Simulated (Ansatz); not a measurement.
Molecule (SMILES): F[CH2] (CH2-F), doublet.
Atoms: C1, F2, H3, H4. Bonds: C1-F2, C1-H3, C1-H4.

Basis-set convergence of the harmonic zero-point energy at PBE with Ansatz (a program for electronic structure). Each level at its own minimum, finite differences of forces, unscaled; the reference is a large set that could be run, not a limit. Cartesian d functions, on some or all atoms, in 6-31G*, 6-31G**, 6-31+G*; all else is spherical. The program fits the integrals of some runs and decomposes those of others, by size. Core-valence sets carry the plain set on hydrogen. Open shells are unrestricted. No added dispersion term, no relativity. Reference: the value in aug-pcseg-2, 14.90 kcal/mol. Deviations are taken from unrounded values.

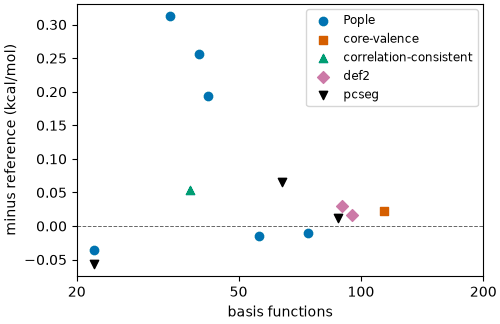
Figure: Deviation from the reference against the number of basis functions, by family of sets.

```
basis            functions  harmonic zero-point energy (kcal/mol)  minus reference (kcal/mol)
---------------  ---------  -------------------------------------  --------------------------
3-21G                   22                                  14.86                       -0.04
pcseg-0                 22                                  14.84                       -0.06
6-31G*                  34                                  15.21                        0.31
cc-pVDZ                 38                                  14.95                        0.05
6-31G**                 40                                  15.15                        0.26
6-31+G*                 42                                  15.09                        0.19
6-311+G**               56                                  14.88                       -0.01
aug-pcseg-1             64                                  14.96                        0.07
6-311++G(2d,2p)         74                                  14.89                       -0.01
pcseg-2                 88                                  14.91                        0.01
def2-TZVPP              90                                  14.93                        0.03
def2-TZVPD              95                                  14.91                        0.02
cc-pCVTZ               114                                  14.92                        0.02
```
